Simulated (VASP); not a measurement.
## A VASP study of Zn2P (revPBE + D3): structure first, properties next

What structure does Zn2P take at this level, and what are its properties? The steps: rough relaxation of the start cell, relaxing cell and atoms (revPBE + D3), density, ELF and potential (revPBE + D3), band structure (revPBE + D3), density of states (revPBE + D3), volume scan with revPBE + D3, fit for revPBE + D3, zone-centre phonons (revPBE + D3) and band structure (HSE06). The cell is invented: other elements were put on sites of a known structure type. It may not be a known or stable phase.

Method: revPBE with D3; plane waves and PAW (Zn, P), in the first sound run; inputs show where later runs differ, in VASP 6.6.1.

The database entry behind the starting cell is an old determination (1945), so it need not match the best structure at ambient conditions.

### Step 1. Set-up

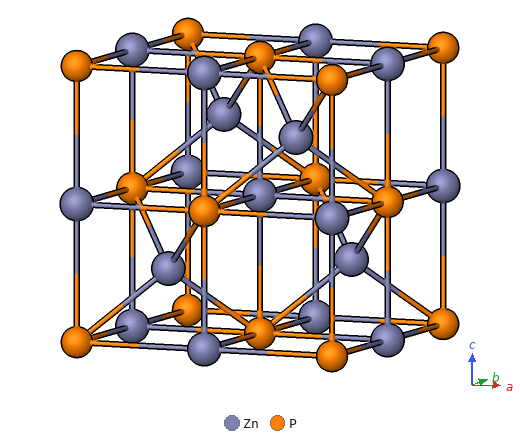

Start, viewed slightly off an axis; zinc blue, phosphorus orange. This picture shows the conventional cell, with its axes. Some periodic images of atoms are drawn too.

### Step 2. Rough relaxation of the start cell

The start is only an estimate, so a cheap relaxation brings it near a minimum before any careful run. revPBE by itself binds more weakly than PBE and expands cells; dispersion terms fitted to it are the larger for that. A dispersion term adds the long-range attraction that semilocal functionals lack. D3 makes the C6 coefficients depend on coordination; zero damping switches the term off at short range.

The input, INCAR:

```
SYSTEM = Zn2P
PREC = Normal
ENCUT = 400
EDIFF = 1E-05
NELM = 60
ISMEAR = -1
SIGMA = 0.05
LREAL = .FALSE.
ALGO = Fast
GGA = RE
IVDW = 11
NBANDS = 20
LORBIT = 11
LWAVE = .FALSE.
LCHARG = .FALSE.
IBRION = 2
NSW = 40
ISIF = 3
EDIFFG = -0.04
```

The input, POSCAR:

```
Zn2P
1.0
    0.0000000000      2.8370160000      2.8370160000
    2.8370160000      0.0000000000      2.8370160000
    2.8370160000      2.8370160000      0.0000000000
Zn P
2 1
Direct
    0.7500000000      0.7500000000      0.7500000000
    0.5000000000      0.5000000000      0.5000000000
    0.0000000000      0.0000000000      0.0000000000
```

The input, KPOINTS:

```
Automatic mesh
0
Gamma
5 5 5
0 0 0
```

The projector-augmented-wave data sets are Zn and P (PBE family, release 64).

The run is started by

```bash
> mpirun -np 1 vasp_std
```

Output:

```text
[banner, memory and clock lines left out]
running    1 mpi-ranks, on    1 nodes
 distrk:  each k-point on    1 cores,    1 groups
 distr:  one band on    1 cores,    1 groups

 POSCAR found type information on POSCAR ZnP
 POSCAR found :  2 types and       3 ions
|                                                                             |
|               ----> ADVICE to this user running VASP <----                  |
|                                                                             |
|     You enforced a specific xc type in the INCAR file but a different       |
|     [... a line on the potential file left out ...]
|     I HOPE YOU KNOW WHAT YOU ARE DOING!                                     |
|                                                                             |

 LDA part: xc-table for (Slater+PW92), standard interpolation
 POSCAR, INCAR and KPOINTS ok, starting setup
 FFT: planning ... GRIDC
 FFT: planning ... GRID_SOFT
 FFT: planning ... GRID
 WAVECAR not read
 entering main loop
       N       E                     dE             d eps       ncg     rms          rms(c)
DAV:   1     0.135542903123E+03    0.13554E+03   -0.11996E+04   400   0.166E+03
DAV:   2     0.902991673976E+00   -0.13464E+03   -0.13119E+03   400   0.306E+02
DAV:   3    -0.631951983051E+01   -0.72225E+01   -0.71523E+01   456   0.780E+01
DAV:   4    -0.642220354972E+01   -0.10268E+00   -0.10260E+00   444   0.894E+00
DAV:   5    -0.642342478411E+01   -0.12212E-02   -0.12212E-02   460   0.928E-01    0.814E+00
RMM:   6    -0.594012663858E+01    0.48330E+00   -0.18287E+00   401   0.144E+01    0.616E+00
RMM:   7    -0.590987869644E+01    0.30248E-01   -0.20822E-01   403   0.546E+00    0.281E+00
RMM:   8    -0.590446396956E+01    0.54147E-02   -0.40915E-02   404   0.136E+00    0.776E-01
RMM:   9    -0.590373078712E+01    0.73318E-03   -0.77508E-03   402   0.848E-01    0.191E-01
RMM:  10    -0.590382512669E+01   -0.94340E-04   -0.21145E-03   408   0.395E-01    0.858E-02
RMM:  11    -0.590391364800E+01   -0.88521E-04   -0.50322E-04   402   0.204E-01    0.705E-02
RMM:  12    -0.590392265659E+01   -0.90086E-05   -0.16350E-04   392   0.116E-01    0.607E-03
RMM:  13    -0.590392755276E+01   -0.48962E-05   -0.51231E-05   325   0.584E-02
   1 F= -.76274858E+01 E0= -.76178809E+01  d E =-.762749E+01
 curvature:   0.00 expect dE= 0.000E+00 dE for cont linesearch  0.000E+00
 trial: gam= 0.00000 g(F)=  0.225E-42 g(S)=  0.177E+00 ort = 0.000E+00 (trialstep = 0.100E+01)
 search vector abs. value=  0.177E+00
 bond charge predicted
       N       E                     dE             d eps       ncg     rms          rms(c)
DAV:   1    -0.886379655820E+01   -0.29599E+01   -0.35275E+01   444   0.123E+02    0.117E+01
RMM:   2    -0.652628530292E+01    0.23375E+01   -0.69662E+00   400   0.341E+01    0.470E+00
RMM:   3    -0.625525193976E+01    0.27103E+00   -0.19795E-01   400   0.472E+00    0.232E+00
RMM:   4    -0.617024884907E+01    0.85003E-01   -0.49558E-02   400   0.157E+00    0.574E-01
RMM:   5    -0.616394006050E+01    0.63088E-02   -0.90245E-03   400   0.912E-01    0.151E-01
RMM:   6    -0.616378503532E+01    0.15503E-03   -0.24690E-03   407   0.516E-01    0.598E-02
RMM:   7    -0.616382370319E+01   -0.38668E-04   -0.52264E-04   404   0.221E-01    0.492E-02
RMM:   8    -0.616385321398E+01   -0.29511E-04   -0.20128E-04   401   0.135E-01    0.163E-02
RMM:   9    -0.616385262651E+01    0.58747E-06   -0.57879E-05   372   0.757E-02
   2 F= -.76964827E+01 E0= -.76910433E+01  d E =-.689969E-01
 trial-energy change:   -0.068997  1 .order   -0.076286   -0.177243    0.024672
 step:   0.8502(harm=  0.8778)  dis= 0.00000  next Energy=    -7.698355 (dE=-0.709E-01)
 bond charge predicted
       N       E                     dE             d eps       ncg     rms          rms(c)
DAV:   1    -0.620451138953E+01   -0.40658E-01   -0.75179E-01   468   0.164E+01    0.184E+00
RMM:   2    -0.614788216232E+01    0.56629E-01   -0.22214E-01   401   0.613E+00    0.660E-01
RMM:   3    -0.614230702844E+01    0.55751E-02   -0.77300E-03   400   0.923E-01    0.349E-01
RMM:   4    -0.614009456728E+01    0.22125E-02   -0.23239E-03   400   0.403E-01    0.976E-02
RMM:   5    -0.613993025649E+01    0.16431E-03   -0.53562E-04   400   0.285E-01    0.377E-02
RMM:   6    -0.613991643096E+01    0.13826E-04   -0.14252E-04   403   0.100E-01    0.118E-02
RMM:   7    -0.613991900979E+01   -0.25788E-05   -0.32165E-05   299   0.577E-02
   3 F= -.76984010E+01 E0= -.76924303E+01  d E =-.709152E-01
 curvature:  -0.42 expect dE=-0.224E-03 dE for cont linesearch -0.224E-03
 trial: gam= 0.00000 g(F)=  0.665E-42 g(S)=  0.539E-03 ort =-0.977E-02 (trialstep = 0.970E+00)
 search vector abs. value=  0.539E-03
 reached required accuracy - stopping structural energy minimisation
```

The job ended after 13 s (1 MPI rank of Intel Xeon Platinum 8488C (Sapphire Rapids), shared host; peak memory 0.13 GiB).

The logs omit lines about the potential files and the build; timing stands in the text.

From OUTCAR (step 2):

```text
ion  position               nearest neighbor table
   1  0.750  0.750  0.750-   2 2.46   2 2.46   2 2.46   2 2.46   3 2.46   3 2.46   3 2.46   3 2.46

  LATTYP: Found a face centered cubic cell.
 ALAT       =     5.6740320000

 Subroutine GETGRP returns: Found 24 space group operations
 (whereof 24 operations were pure point group operations)

The static configuration has the point symmetry T_d .

 Found     10 irreducible k-points:

   k-points           NKPTS =     10   k-points in BZ     NKDIM =     10   number of bands    NBANDS=     20

   dimension x,y,z NGX =    20 NGY =   20 NGZ =   20
   dimension x,y,z NGXF=    40 NGYF=   40 NGZF=   40

   ENCUT  =  400.0 eV  29.40 Ry    5.42 a.u.   6.54  6.54  6.54*2*pi/ulx,y,z

   NELECT =      29.0000    total number of electrons

 k-points in reciprocal lattice and weights: Automatic mesh
   0.00000000  0.00000000  0.00000000       0.008
   0.20000000  0.00000000  0.00000000       0.064
   0.40000000  0.00000000  0.00000000       0.064
   0.20000000  0.20000000  0.00000000       0.048
   0.40000000  0.20000000  0.00000000       0.192
  -0.40000000  0.20000000  0.00000000       0.192
  -0.20000000  0.20000000  0.00000000       0.096
   0.40000000  0.40000000  0.00000000       0.048
  -0.40000000  0.40000000  0.00000000       0.096
  -0.40000000  0.40000000  0.20000000       0.192

 Edisp (eV)   -1.53263

 average (electrostatic) potential at core
       1 -35.8655       2 -35.5913       3 -84.7374

 E-fermi :   4.5307

 k-point     1 :       0.0000    0.0000    0.0000
  band No.  band energies     occupation
    ...
     11      -2.6551      2.00000
     12       2.6473      2.00000
     13       3.5147      2.00000
     14       3.5147      2.00000
     15       3.5147      2.00000
     16       7.5736      0.00000
     17       7.5736      0.00000
     18       7.5737      0.00000
     19      10.8080      0.00000
     20      11.0803      0.00000

 k-point     2 :       0.2000    0.0000    0.0000
  band No.  band energies     occupation
    ...
     11      -2.6557      2.00000
     12       0.4517      2.00000
     13       3.2700      2.00000
     14       3.2701      2.00000
     15       4.4309      1.76052
     16       7.3164      0.00000
     17       7.4723      0.00000
     18       7.4724      0.00000
     19      10.4170      0.00000
     20      10.4170      0.00000

 k-point     3 :       0.4000    0.0000    0.0000
  band No.  band energies     occupation
    ...
     11      -2.6792      2.00000
     12      -1.7859      2.00000
     13       3.0023      2.00000
     14       3.0024      2.00000
     15       4.2935      1.98271
     16       6.5902      0.00000
     17       6.5904      0.00000
     18       7.5911      0.00000
     19      11.7754      0.00000
     20      12.4479      0.00000

 Edisp (eV)   -1.55848

  Total      -0.10565    -0.10565    -0.10565    -0.00000     0.00000    -0.00000
  in kB      -3.42988    -3.42988    -3.42988    -0.00000     0.00000    -0.00000
  external pressure =       -3.43 kB  Pullay stress =        0.00 kB

  energy-cutoff  :      400.00
  volume of cell :       49.35
      direct lattice vectors                 reciprocal lattice vectors
     0.000000000  2.911365344  2.911365344    -0.171740727  0.171740727  0.171740727
     2.911365344  0.000000000  2.911365344     0.171740727 -0.171740727  0.171740727
     2.911365344  2.911365344 -0.000000000     0.171740727  0.171740727 -0.171740727

 POSITION                                       TOTAL-FORCE (eV/Angst)
 -----------------------------------------------------------------------------------
      4.36705      4.36705      4.36705         0.000000      0.000000      0.000000
      2.91137      2.91137      2.91137        -0.000000     -0.000000     -0.000000
      0.00000      0.00000      0.00000         0.000000      0.000000      0.000000
 -----------------------------------------------------------------------------------
    total drift:                               -0.000018     -0.000018     -0.000019

  FREE ENERGIE OF THE ION-ELECTRON SYSTEM (eV)
  ---------------------------------------------------
  free  energy   TOTEN  =        -7.6984009841 eV

  energy  without entropy=       -7.6864595257  energy(sigma->0) =       -7.69243025

 reached required accuracy - stopping structural energy minimisation

 total charge
# of ion       s       p       d       tot
------------------------------------------
    1        0.587   0.553   9.740  10.880
    2        0.634   0.357   9.749  10.740
    3        1.100   1.331   0.000   2.431
--------------------------------------------------
tot          2.321   2.241  19.489  24.051

[... 3 further parts left out ...]
```

This run has no spin polarisation. Its electron count is odd, so without a moment it is a metal by construction. The k-mesh is coarse for a metal. This relaxation is a rough one on cheap settings, only to bring the start near its minimum. The PAW data sets were made with PBE, which is usual practice but a small mismatch for other functionals. After so large a change of volume the plane waves of the start cell no longer fit, so the final stress carries a basis-set error. The run keeps the 24 symmetry operations of its start, so it cannot find a distortion of lower symmetry.

Step by step:

```
step  energy less that of the first step (eV)  largest force (eV/Å)  pressure (GPa)  volume (Å³)
   1                                   0.0000                0.0000            6.72        45.67
   2                                  -0.0690                0.0000           -0.85        50.02
   3                                  -0.0709                0.0000           -0.34        49.35
```

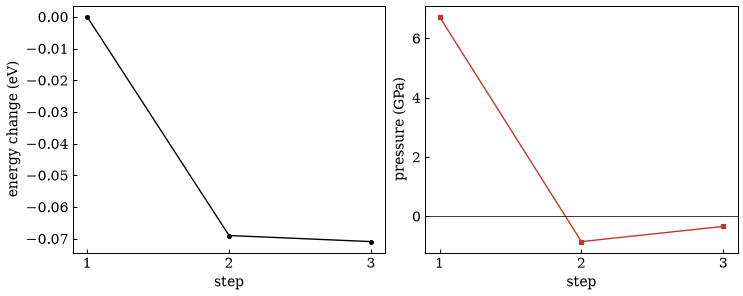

Energy and pressure along the relaxation.

```
conventional cell, symmetrised  before  after  change
                         a (Å)   5.674  5.823  +2.6 %
                         b (Å)   5.674  5.823  +2.6 %
                         c (Å)   5.674  5.823  +2.6 %
              volume (Å³/atom)   15.22  16.45  +8.1 %
```

Final coordinates:

```cif
data_structure
_symmetry_space_group_name_H-M 'P 1'
_symmetry_Int_Tables_number 1
_cell_length_a 4.1173
_cell_length_b 4.1173
_cell_length_c 4.1173
_cell_angle_alpha 60.000
_cell_angle_beta 60.000
_cell_angle_gamma 60.000
_cell_volume 49.35
loop_
_atom_site_label
_atom_site_type_symbol
_atom_site_fract_x
_atom_site_fract_y
_atom_site_fract_z
_atom_site_occupancy
Zn1 Zn 0.75000 0.75000 0.75000 1
Zn2 Zn 0.50000 0.50000 0.50000 1
P3 P 0.00000 0.00000 0.00000 1
```

Numbers from this step:

```
electrons                       : 29
bands                           : 20
irreducible k-points            : 10
symmetry operations             : 24
free energy (TOTEN)             : -7.698 eV
energy at zero smearing         : -7.692 eV
Fermi energy                    : 4.531 eV
pressure                        : -0.3430 GPa
metallic                        : yes
SCF cycles over all ionic steps : 29
```

It ends with forces that vanish by symmetry and a pressure of -0.34 GPa.

(Part 1 of 6 ends here.)

[Lines on the potential files, build, host, timing and source positions are cut from VASP's logs without a mark.]

[Logs are printed without paths, hosts, clocks, repeated set-up lines and the standing remarks that a program may print on its own settings, such as how far it seeks lower states.]

[Hosts, paths, dates, database ids (printed as entryN), source tags and the programs' standing remarks are cut or masked in the printed files.]

[A measured line is paired with the nearest computed mode of its activity, which favours agreement.]

[In band tables of VASP the shares of atoms and orbitals are scaled to a sum of 1 inside the atoms' spheres.]
